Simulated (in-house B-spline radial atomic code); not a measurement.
# La²⁺: a fraction of an electron moved 5d → 5f

How does the PW91 energy of La²⁺ change when part of an electron is moved 5d → 5f?

Program: in-house B-spline radial atomic code version 1. Level of theory: scalar-relativistic (spin-free one-electron X2C) PW91, spin-polarised, spherical fractional occupations, Fermi nucleus, basis-set limit. These are calculated values, not measurements, unless marked.

### Step 1. The system

| Property | Result |
| --- | --- |
| element | lanthanum (Z = 57) |
| charge | +2 |
| electrons | 55 |
| configuration | [Xe] 5d1 |
| Hamiltonian | scalar-relativistic (X2C) |
| nucleus | Fermi, rms radius 4.855 fm |

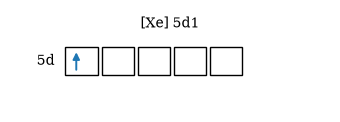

Occupation of the outer shells (arrows by Hund's rule).

Where spins are not typed, each open shell is filled with up spins first.

### Step 2. The start, at fraction 0

Settings of the run:

```ini
Z = 57
electrons = 55.0
configuration = [Xe] 5d1
hamiltonian = x2c
method = pw91,pw91
spin_polarised = True
nucleus = fermi
rms_radius = 4.855
mass_number = 139
atomic_mass = 138.906362927
speed_of_light = 137.035999084
```

The program writes no log. Results of the run, from its result record (rounded, main fields):

```text
status: converged
scf [iteration, energy, orbital gradient]:
  - [1, -8484.38276982, 0.465]
  - [2, -8488.16426285, 0.377]
  - [3, -8492.46874951, 0.0637]
  - [4, -8492.59516274, 0.0135]
  - [5, -8492.59870112, 0.00617]
  - [6, -8492.59997537, 0.00156]
  - [7, -8492.60003569, 8.05e-05]
  - [8, -8492.60003578, 1.65e-05]
  - [9, -8492.60003578, 1.3e-06]
  - [10, -8492.60003578, 6.03e-08]
energy [hartree]: {"total": -8492.60003578, "kinetic": 9090.78385164, "nuclear": -20640.3900253, "coulomb": 3263.20802354, "xc": -206.201885653}
orbitals [hartree, bohr; first row names the columns]:
  - ["name", "occ", "eps", "<r>", "<r^2>", "<1/r>", "r_max"]
  - ["1s up", 1.0, -1421.5344, 0.024419, 0.00081965, 65.627, 0.015301]
  - ["1s down", 1.0, -1421.5345, 0.024419, 0.00081965, 65.627, 0.015301]
  - ["2s up", 1.0, -226.70437, 0.10687, 0.013536, 15.015, 0.090836]
  - ["2s down", 1.0, -226.70313, 0.10687, 0.013536, 15.015, 0.090836]
  - ["2p up", 3.0, -203.47784, 0.093887, 0.010775, 13.642, 0.072743]
  - ["2p down", 3.0, -203.47692, 0.093886, 0.010775, 13.642, 0.072743]
  - ["3s up", 1.0, -48.870376, 0.28491, 0.092892, 5.3395, 0.26058]
  - ["3s down", 1.0, -48.869828, 0.28491, 0.092891, 5.3396, 0.26058]
  - ["3p up", 3.0, -41.428653, 0.28283, 0.092827, 4.936, 0.25479]
  - ["3p down", 3.0, -41.428041, 0.28283, 0.092825, 4.936, 0.25479]
  - ["3d up", 5.0, -30.619992, 0.25999, 0.079745, 4.6483, 0.21006]
  - ["3d down", 5.0, -30.619008, 0.25999, 0.079744, 4.6483, 0.21007]
  - ["4s up", 1.0, -10.244526, 0.65428, 0.48309, 2.1915, 0.60877]
  - ["4s down", 1.0, -10.2427, 0.65432, 0.48314, 2.1913, 0.60879]
  - ["4p up", 3.0, -7.818319, 0.69277, 0.5457, 1.9938, 0.63542]
  - ["4p down", 3.0, -7.8166765, 0.69281, 0.54573, 1.9937, 0.63545]
  - ["4d up", 5.0, -4.2825322, 0.76767, 0.68357, 1.7259, 0.672]
  - ["4d down", 5.0, -4.2808702, 0.76755, 0.68323, 1.7259, 0.67206]
  - ["5s up", 1.0, -1.8999531, 1.5569, 2.7199, 0.8567, 1.4104]
  - ["5s down", 1.0, -1.8860696, 1.5506, 2.6976, 0.86098, 1.4069]
  - ["5p up", 3.0, -1.2941809, 1.7918, 3.6242, 0.72965, 1.5872]
  - ["5p down", 3.0, -1.2750575, 1.7835, 3.5932, 0.73425, 1.5805]
  - ["5d up", 1.0, -0.5529091, 2.5851, 7.7105, 0.49709, 2.1402]
sum_r [bohr^k]: {"-1": 370.1242, "1": 35.25258, "2": 47.48819}
```

Run time: 0.35 s. Hardware: 1 thread, shared host.

### Step 3. 0.125 electron moved 5d → 5f

Changes to the settings of step 2:

```diff
@@ -2,3 +2,3 @@
 electrons = 55.0
-configuration = [Xe] 5d1
+configuration = [Xe] 5d0.875 5f0.125
 hamiltonian = x2c
```

Results of the run:

```text
status: converged
iterations: 10
energy [hartree]: {"total": -8492.55275178, "kinetic": 9090.74306186, "nuclear": -20638.9882092, "coulomb": 3261.86439084, "xc": -206.171995274}
orbitals [hartree, bohr; first row names the columns]:
  - ["name", "occ", "eps", "<r>"]
  - ["1s up", 1.0, -1421.5591, 0.024419]
  - ["1s down", 1.0, -1421.5593, 0.024419]
  - ["2s up", 1.0, -226.72944, 0.10687]
  - ["2s down", 1.0, -226.72833, 0.10687]
  - ["2p up", 3.0, -203.50291, 0.093887]
  - ["2p down", 3.0, -203.5021, 0.093886]
  - ["3s up", 1.0, -48.895145, 0.28491]
  - ["3s down", 1.0, -48.894631, 0.28491]
  - ["3p up", 3.0, -41.453422, 0.28283]
  - ["3p down", 3.0, -41.45285, 0.28283]
  - ["3d up", 5.0, -30.644806, 0.25999]
  - ["3d down", 5.0, -30.643909, 0.25999]
  - ["4s up", 1.0, -10.268958, 0.65428]
  - ["4s down", 1.0, -10.26726, 0.65431]
  - ["4p up", 3.0, -7.8427507, 0.69277]
  - ["4p down", 3.0, -7.8412163, 0.6928]
  - ["4d up", 5.0, -4.3069547, 0.76765]
  - ["4d down", 5.0, -4.3054045, 0.76754]
  - ["5s up", 1.0, -1.9225291, 1.5553]
  - ["5s down", 1.0, -1.9100323, 1.5495]
  - ["5p up", 3.0, -1.3153684, 1.7881]
  - ["5p down", 3.0, -1.2981088, 1.7804]
  - ["5d up", 0.875, -0.5696758, 2.564]
  - ["5f up", 0.125, -0.18423942, 6.542]
sum_r [bohr^k]: {"-1": 370.0996, "1": 35.70545, "2": 52.37818}
energy_minus_base [hartree]: 0.0472840019
```

It took 0.26 s on 1 thread, shared host.

energy_minus_base is the energy less that of the reference run.

### Step 4. 0.25 electron moved 5d → 5f

Changes to the settings of step 3:

```diff
@@ -2,3 +2,3 @@
 electrons = 55.0
-configuration = [Xe] 5d0.875 5f0.125
+configuration = [Xe] 5d0.75 5f0.25
 hamiltonian = x2c
```

Results of the run:

```text
status: converged
iterations: 10
energy [hartree]: {"total": -8492.50396199, "kinetic": 9090.70083719, "nuclear": -20637.5855688, "coulomb": 3260.52289463, "xc": -206.142125002}
orbitals [hartree, bohr; first row names the columns]:
  - ["name", "occ", "eps", "<r>"]
  - ["1s up", 1.0, -1421.5839, 0.024419]
  - ["1s down", 1.0, -1421.584, 0.024419]
  - ["2s up", 1.0, -226.75453, 0.10687]
  - ["2s down", 1.0, -226.75357, 0.10687]
  - ["2p up", 3.0, -203.52801, 0.093887]
  - ["2p down", 3.0, -203.5273, 0.093886]
  - ["3s up", 1.0, -48.919923, 0.28491]
  - ["3s down", 1.0, -48.919443, 0.28491]
  - ["3p up", 3.0, -41.478199, 0.28283]
  - ["3p down", 3.0, -41.47767, 0.28282]
  - ["3d up", 5.0, -30.669631, 0.25999]
  - ["3d down", 5.0, -30.668824, 0.25998]
  - ["4s up", 1.0, -10.293381, 0.65428]
  - ["4s down", 1.0, -10.291814, 0.65431]
  - ["4p up", 3.0, -7.8671725, 0.69277]
  - ["4p down", 3.0, -7.86575, 0.6928]
  - ["4d up", 5.0, -4.3313647, 0.76763]
  - ["4d down", 5.0, -4.3299313, 0.76753]
  - ["5s up", 1.0, -1.9449895, 1.5536]
  - ["5s down", 1.0, -1.9339439, 1.5484]
  - ["5p up", 3.0, -1.3363968, 1.7843]
  - ["5p down", 3.0, -1.3210845, 1.7773]
  - ["5d up", 0.75, -0.58616004, 2.5441]
  - ["5f up", 0.25, -0.19152586, 6.4496]
sum_r [bohr^k]: {"-1": 370.075, "1": 36.14087, "2": 56.95949}
energy_minus_base [hartree]: 0.0960737964
```

Wall time 0.26 s (1 thread, shared host).

### Step 5. 0.375 electron moved 5d → 5f

Changes to the settings of step 4:

```diff
@@ -2,3 +2,3 @@
 electrons = 55.0
-configuration = [Xe] 5d0.75 5f0.25
+configuration = [Xe] 5d0.625 5f0.375
 hamiltonian = x2c
```

Results of the run:

```text
status: converged
iterations: 10
energy [hartree]: {"total": -8492.45415871, "kinetic": 9090.6576522, "nuclear": -20636.1888187, "coulomb": 3259.18983153, "xc": -206.112823761}
orbitals [hartree, bohr; first row names the columns]:
  - ["name", "occ", "eps", "<r>"]
  - ["1s up", 1.0, -1421.6086, 0.024419]
  - ["1s down", 1.0, -1421.6087, 0.024419]
  - ["2s up", 1.0, -226.77954, 0.10687]
  - ["2s down", 1.0, -226.77872, 0.10687]
  - ["2p up", 3.0, -203.55303, 0.093887]
  - ["2p down", 3.0, -203.55243, 0.093886]
  - ["3s up", 1.0, -48.944599, 0.28491]
  - ["3s down", 1.0, -48.944156, 0.28491]
  - ["3p up", 3.0, -41.502874, 0.28283]
  - ["3p down", 3.0, -41.502389, 0.28282]
  - ["3d up", 5.0, -30.694357, 0.25998]
  - ["3d down", 5.0, -30.693643, 0.25998]
  - ["4s up", 1.0, -10.31768, 0.65428]
  - ["4s down", 1.0, -10.316251, 0.6543]
  - ["4p up", 3.0, -7.8914694, 0.69277]
  - ["4p down", 3.0, -7.8901645, 0.69279]
  - ["4d up", 5.0, -4.3556459, 0.76761]
  - ["4d down", 5.0, -4.354336, 0.76753]
  - ["5s up", 1.0, -1.9672101, 1.5518]
  - ["5s down", 1.0, -1.9576806, 1.5473]
  - ["5p up", 3.0, -1.3571383, 1.7804]
  - ["5p down", 3.0, -1.3438599, 1.7741]
  - ["5d up", 0.625, -0.60218172, 2.5246]
  - ["5f up", 0.375, -0.20007639, 6.336]
sum_r [bohr^k]: {"-1": 370.0505, "1": 36.55001, "2": 61.07358}
energy_minus_base [hartree]: 0.145877069
```

Run time: 0.26 s. Hardware: 1 thread, shared host.

### Step 6. 0.5 electron moved 5d → 5f

Changes to the settings of step 5:

```diff
@@ -2,3 +2,3 @@
 electrons = 55.0
-configuration = [Xe] 5d0.625 5f0.375
+configuration = [Xe] 5d0.5 5f0.5
 hamiltonian = x2c
```

Results of the run:

```text
status: converged
iterations: 10
energy [hartree]: {"total": -8492.40344734, "kinetic": 9090.61358116, "nuclear": -20634.8049496, "coulomb": 3257.8722072, "xc": -206.084286146}
orbitals [hartree, bohr; first row names the columns]:
  - ["name", "occ", "eps", "<r>"]
  - ["1s up", 1.0, -1421.6331, 0.024419]
  - ["1s down", 1.0, -1421.6332, 0.024419]
  - ["2s up", 1.0, -226.80434, 0.10687]
  - ["2s down", 1.0, -226.80367, 0.10687]
  - ["2p up", 3.0, -203.57784, 0.093887]
  - ["2p down", 3.0, -203.57735, 0.093887]
  - ["3s up", 1.0, -48.969044, 0.28491]
  - ["3s down", 1.0, -48.968637, 0.28491]
  - ["3p up", 3.0, -41.527318, 0.28283]
  - ["3p down", 3.0, -41.526878, 0.28282]
  - ["3d up", 5.0, -30.718853, 0.25998]
  - ["3d down", 5.0, -30.718237, 0.25998]
  - ["4s up", 1.0, -10.341727, 0.65428]
  - ["4s down", 1.0, -10.34044, 0.6543]
  - ["4p up", 3.0, -7.9155126, 0.69277]
  - ["4p down", 3.0, -7.9143298, 0.69278]
  - ["4d up", 5.0, -4.3796699, 0.76758]
  - ["4d down", 5.0, -4.3784896, 0.76752]
  - ["5s up", 1.0, -1.9890592, 1.55]
  - ["5s down", 1.0, -1.9811158, 1.5462]
  - ["5p up", 3.0, -1.3774632, 1.7764]
  - ["5p down", 3.0, -1.3663073, 1.7709]
  - ["5d up", 0.5, -0.61768227, 2.5058]
  - ["5f up", 0.5, -0.2084094, 6.2134]
sum_r [bohr^k]: {"-1": 370.0262, "1": 36.931, "2": 64.73163}
energy_minus_base [hartree]: 0.196588448
```

Wall time 0.26 s (1 thread, shared host).

### Step 7. 0.625 electron moved 5d → 5f

Changes to the settings of step 6:

```diff
@@ -2,3 +2,3 @@
 electrons = 55.0
-configuration = [Xe] 5d0.5 5f0.5
+configuration = [Xe] 5d0.375 5f0.625
 hamiltonian = x2c
```

Results of the run:

```text
status: converged
iterations: 10
energy [hartree]: {"total": -8492.35183768, "kinetic": 9090.56862959, "nuclear": -20633.4397608, "coulomb": 3256.57585315, "xc": -206.056559611}
orbitals [hartree, bohr; first row names the columns]:
  - ["name", "occ", "eps", "<r>"]
  - ["1s up", 1.0, -1421.6573, 0.024419]
  - ["1s down", 1.0, -1421.6574, 0.024419]
  - ["2s up", 1.0, -226.82882, 0.10687]
  - ["2s down", 1.0, -226.82831, 0.10687]
  - ["2p up", 3.0, -203.60232, 0.093887]
  - ["2p down", 3.0, -203.60196, 0.093887]
  - ["3s up", 1.0, -48.993144, 0.28491]
  - ["3s down", 1.0, -48.992774, 0.28491]
  - ["3p up", 3.0, -41.551418, 0.28282]
  - ["3p down", 3.0, -41.551024, 0.28282]
  - ["3d up", 5.0, -30.743008, 0.25998]
  - ["3d down", 5.0, -30.742493, 0.25998]
  - ["4s up", 1.0, -10.365412, 0.65428]
  - ["4s down", 1.0, -10.364271, 0.65429]
  - ["4p up", 3.0, -7.9391939, 0.69276]
  - ["4p down", 3.0, -7.9381359, 0.69278]
  - ["4d up", 5.0, -4.4033297, 0.76755]
  - ["4d down", 5.0, -4.4022836, 0.76751]
  - ["5s up", 1.0, -2.0104312, 1.5482]
  - ["5s down", 1.0, -2.0041475, 1.545]
  - ["5p up", 3.0, -1.39727, 1.7724]
  - ["5p down", 3.0, -1.3883258, 1.7677]
  - ["5d up", 0.375, -0.63265797, 2.4882]
  - ["5f up", 0.625, -0.21616412, 6.0872]
sum_r [bohr^k]: {"-1": 370.0023, "1": 37.28405, "2": 67.97309}
energy_minus_base [hartree]: 0.2481981
```

It took 0.26 s on 1 thread, shared host.

### Step 8. 0.75 electron moved 5d → 5f

Changes to the settings of step 7:

```diff
@@ -2,3 +2,3 @@
 electrons = 55.0
-configuration = [Xe] 5d0.375 5f0.625
+configuration = [Xe] 5d0.25 5f0.75
 hamiltonian = x2c
```

Results of the run:

```text
status: converged
iterations: 11
energy [hartree]: {"total": -8492.29932265, "kinetic": 9090.52289051, "nuclear": -20632.0960733, "coulomb": 3255.30350702, "xc": -206.029646874}
orbitals [hartree, bohr; first row names the columns]:
  - ["name", "occ", "eps", "<r>"]
  - ["1s up", 1.0, -1421.6811, 0.024419]
  - ["1s down", 1.0, -1421.6811, 0.024419]
  - ["2s up", 1.0, -226.85293, 0.10687]
  - ["2s down", 1.0, -226.85258, 0.10687]
  - ["2p up", 3.0, -203.62645, 0.093887]
  - ["2p down", 3.0, -203.6262, 0.093887]
  - ["3s up", 1.0, -49.016847, 0.28491]
  - ["3s down", 1.0, -49.016514, 0.28491]
  - ["3p up", 3.0, -41.575121, 0.28282]
  - ["3p down", 3.0, -41.574773, 0.28282]
  - ["3d up", 5.0, -30.766769, 0.25998]
  - ["3d down", 5.0, -30.766357, 0.25998]
  - ["4s up", 1.0, -10.388683, 0.65427]
  - ["4s down", 1.0, -10.387689, 0.65429]
  - ["4p up", 3.0, -7.9624617, 0.69276]
  - ["4p down", 3.0, -7.9615299, 0.69277]
  - ["4d up", 5.0, -4.4265741, 0.76752]
  - ["4d down", 5.0, -4.4256658, 0.76749]
  - ["5s up", 1.0, -2.0312792, 1.5463]
  - ["5s down", 1.0, -2.026729, 1.5438]
  - ["5p up", 3.0, -1.4165165, 1.7683]
  - ["5p down", 3.0, -1.4098721, 1.7646]
  - ["5d up", 0.25, -0.64711481, 2.472]
  - ["5f up", 0.75, -0.22337253, 5.9626]
sum_r [bohr^k]: {"-1": 369.9787, "1": 37.61128, "2": 70.85189}
energy_minus_base [hartree]: 0.300713136
```

Wall time 0.27 s (1 thread, shared host).

### Step 9. 0.875 electron moved 5d → 5f

Changes to the settings of step 8:

```diff
@@ -2,3 +2,3 @@
 electrons = 55.0
-configuration = [Xe] 5d0.25 5f0.75
+configuration = [Xe] 5d0.125 5f0.875
 hamiltonian = x2c
```

Results of the run:

```text
status: converged
iterations: 11
energy [hartree]: {"total": -8492.24590444, "kinetic": 9090.47635801, "nuclear": -20630.77321, "coulomb": 3254.05448201, "xc": -206.003534422}
orbitals [hartree, bohr; first row names the columns]:
  - ["name", "occ", "eps", "<r>"]
  - ["1s up", 1.0, -1421.7045, 0.024419]
  - ["1s down", 1.0, -1421.7046, 0.024419]
  - ["2s up", 1.0, -226.87667, 0.10687]
  - ["2s down", 1.0, -226.87651, 0.10687]
  - ["2p up", 3.0, -203.65021, 0.093887]
  - ["2p down", 3.0, -203.6501, 0.093887]
  - ["3s up", 1.0, -49.040162, 0.28491]
  - ["3s down", 1.0, -49.039865, 0.28491]
  - ["3p up", 3.0, -41.598436, 0.28282]
  - ["3p down", 3.0, -41.598134, 0.28282]
  - ["3d up", 5.0, -30.790146, 0.25998]
  - ["3d down", 5.0, -30.78984, 0.25998]
  - ["4s up", 1.0, -10.411551, 0.65427]
  - ["4s down", 1.0, -10.410707, 0.65428]
  - ["4p up", 3.0, -7.9853268, 0.69276]
  - ["4p down", 3.0, -7.9845223, 0.69276]
  - ["4d up", 5.0, -4.449414, 0.76749]
  - ["4d down", 5.0, -4.4486468, 0.76748]
  - ["5s up", 1.0, -2.0516152, 1.5443]
  - ["5s down", 1.0, -2.0488715, 1.5425]
  - ["5p up", 3.0, -1.4352167, 1.7642]
  - ["5p down", 3.0, -1.4309602, 1.7614]
  - ["5d up", 0.125, -0.66107107, 2.4568]
  - ["5f up", 0.875, -0.23013517, 5.843]
sum_r [bohr^k]: {"-1": 369.9556, "1": 37.91589, "2": 73.42676}
energy_minus_base [hartree]: 0.354131342
```

It took 0.27 s on 1 thread, shared host.

### Step 10. 1 electron moved 5d → 5f

Changes to the settings of step 9:

```diff
@@ -2,3 +2,3 @@
 electrons = 55.0
-configuration = [Xe] 5d0.125 5f0.875
+configuration = [Xe] 5f1
 hamiltonian = x2c
```

Results of the run:

```text
status: converged
iterations: 11
energy [hartree]: {"total": -8492.1915923, "kinetic": 9090.42899572, "nuclear": -20629.4688657, "coulomb": 3252.82647182, "xc": -205.978194155}
orbitals [hartree, bohr; first row names the columns]:
  - ["name", "occ", "eps", "<r>"]
  - ["1s up", 1.0, -1421.7276, 0.024419]
  - ["1s down", 1.0, -1421.7277, 0.024419]
  - ["2s up", 1.0, -226.9001, 0.10687]
  - ["2s down", 1.0, -226.90011, 0.10687]
  - ["2p up", 3.0, -203.67366, 0.093887]
  - ["2p down", 3.0, -203.67368, 0.093887]
  - ["3s up", 1.0, -49.06313, 0.28491]
  - ["3s down", 1.0, -49.062869, 0.28491]
  - ["3p up", 3.0, -41.621404, 0.28282]
  - ["3p down", 3.0, -41.621148, 0.28282]
  - ["3d up", 5.0, -30.813179, 0.25998]
  - ["3d down", 5.0, -30.812981, 0.25998]
  - ["4s up", 1.0, -10.434057, 0.65427]
  - ["4s down", 1.0, -10.433363, 0.65427]
  - ["4p up", 3.0, -8.0078303, 0.69275]
  - ["4p down", 3.0, -8.0071543, 0.69276]
  - ["4d up", 5.0, -4.4718898, 0.76745]
  - ["4d down", 5.0, -4.4712674, 0.76747]
  - ["5s up", 1.0, -2.0714789, 1.5424]
  - ["5s down", 1.0, -2.0706146, 1.5413]
  - ["5p up", 3.0, -1.4534121, 1.7602]
  - ["5p down", 3.0, -1.4516326, 1.7583]
  - ["5f up", 1.0, -0.23652338, 5.7302]
sum_r [bohr^k]: {"-1": 369.9327, "1": 38.20125, "2": 75.75267}
energy_minus_base [hartree]: 0.408443478
```

Wall time 0.27 s (1 thread, shared host).

### Step 11. Energy against the fraction

| fraction | energy change (eV) | less the straight line (eV) | level 5d up (eV) | level 5f up (eV) | sum of <r²> (bohr²) |
| --- | --- | --- | --- | --- | --- |
| 0 | 0.0000 | 0.0000 | -15.045 | empty | 47.488 |
| 0.125 | 1.2867 | -0.1026 | -15.502 | -5.013 | 52.378 |
| 0.25 | 2.6143 | -0.1643 | -15.950 | -5.212 | 56.959 |
| 0.375 | 3.9695 | -0.1984 | -16.386 | -5.444 | 61.074 |
| 0.5 | 5.3494 | -0.2077 | -16.808 | -5.671 | 64.732 |
| 0.625 | 6.7538 | -0.1926 | -17.216 | -5.882 | 67.973 |
| 0.75 | 8.1828 | -0.1529 | -17.609 | -6.078 | 70.852 |
| 0.875 | 9.6364 | -0.0886 | -17.989 | -6.262 | 73.427 |
| 1 | 11.1143 | 0.0000 | empty | -6.436 | 75.753 |

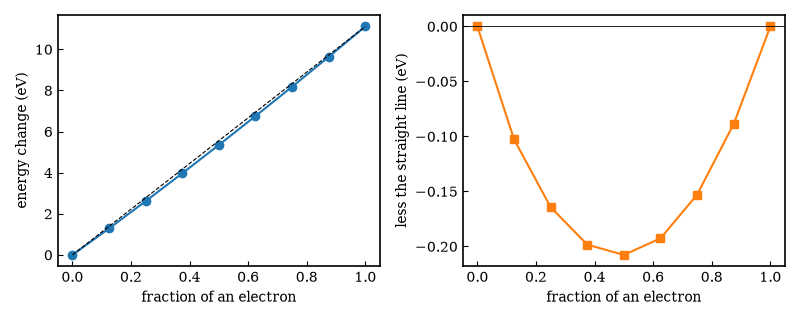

Energy against the fraction, with the straight line between the ends (left), and the difference from it (right).

What this shows: From fraction 0 to 1 the energy changes by 11.114 eV. It sags under the straight line by up to 0.21 eV (at 0.5). Slater's transition state, the slope from the orbital energies at fraction 0.5 (Janak's theorem), gives 11.137 eV for the whole step.
